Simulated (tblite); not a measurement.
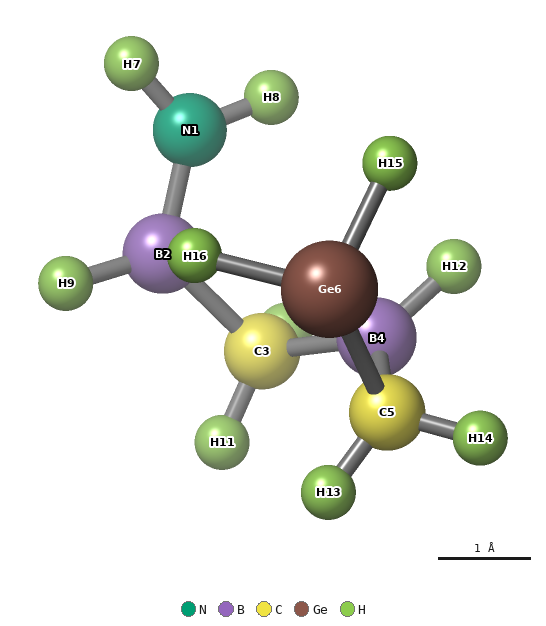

Fig. 1: The structure as given in the input (ball-and-stick view, seen at a tilt; atoms are numbered from 1 in the order of the input). Sticks mark near contacts.

# C$_{2}$H$_{10}$B$_{2}$GeN: frequency calculation

C$_{2}$H$_{10}$B$_{2}$GeN, multiplicity 2, SMILES NBCB[CH2][GeH2], computed with GFN2-xTB harmonic vibrations, gas phase (tblite 0.8.0).

It belongs to a series of runs on one base structure; here: H removed from Ge.

**The program's output**
```
mode    cm-1     km/mol
  1      19.2      2.78
  2      50.3      1.66
  3     105.6      1.60
  4     140.0      2.26
  5     152.5      3.47
  6     242.0      5.11
  7     308.4      3.32
  8     366.6      4.92
  9     476.4     12.42
 10     490.5     10.27
 11     518.4      1.61
 12     565.4     31.72
 13     603.5    195.82
 14     706.9     36.15
 15     733.5     30.77
 16     767.8      1.70
 17     815.4     11.78
 18     832.8     16.49
 19     838.7    234.41
 20     864.9     11.39
 21     916.8     57.18
 22     988.6     43.73
 23    1008.2     49.20
 24    1033.3     39.65
 25    1061.1     78.27
 26    1084.8     34.60
 27    1127.7    126.69
 28    1185.5    210.62
 29    1356.3    120.33
 30    1433.3      6.62
 31    1490.1      1.60
 32    1536.9      2.41
 33    1542.9    552.02
 34    1691.0    832.71
 35    2576.7    155.38
 36    2597.1    158.80
 37    2963.7     34.56
 38    2977.4     23.56
 39    2979.4     53.50
 40    3000.4     56.83
 41    3483.3      1.93
 42    3521.0      0.43
```

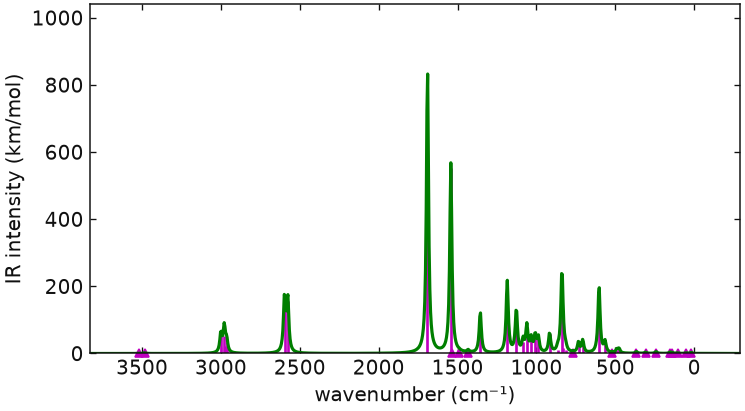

Fig. 2: Harmonic infrared spectrum, unscaled: sticks (degenerate modes added up, dark ones marked on the axis) with a Lorentzian envelope of 16 cm⁻¹ full width, scaled to the tallest stick. 42 modes from 19 to 3521 cm⁻¹, none imaginary. The strongest line is at 1691 cm⁻¹ (833 km/mol).

The run was set up as follows.

**Input**
```
{"job": {"kind": "ir", "xc": "GFN2-xTB", "basis": "xTB"}, "charge": 0, "multiplicity": 2}
N      1.942117     0.971821     0.362940
B      1.352211     0.096647    -0.530050
C      0.705442    -1.265469     0.006057
B     -0.456172    -0.874979     0.978991
C     -1.898912    -0.658233     0.449713
Ge    -1.974154     1.363519     0.269256
H      2.381714     1.836884     0.097198
H      1.960938     0.812875     1.356375
H      1.362970     0.371417    -1.671169
H      1.481501    -1.825329     0.529153
H      0.378575    -1.867196    -0.840663
H     -0.240630    -0.687053     2.120032
H     -2.131411    -1.071029    -0.530488
H     -2.687360    -0.942222     1.146627
H     -1.300704     1.970812     1.547572
H     -0.883723     1.776478    -0.767989
```

The first line tells a small driver script what to run in tblite; the rest is the geometry in Å.

Launched with:
```bash
OMP_NUM_THREADS=1 python <driver script> task.json out
```

**Results in brief**

| quantity | value |
| --- | --- |
| outcome | converged |
| total energy | −453.3229 eV |
| zero-point energy | 73.1290 kcal/mol |
| hardware | 1 CPU thread, shared host |
| peak memory | 0.18 GiB |
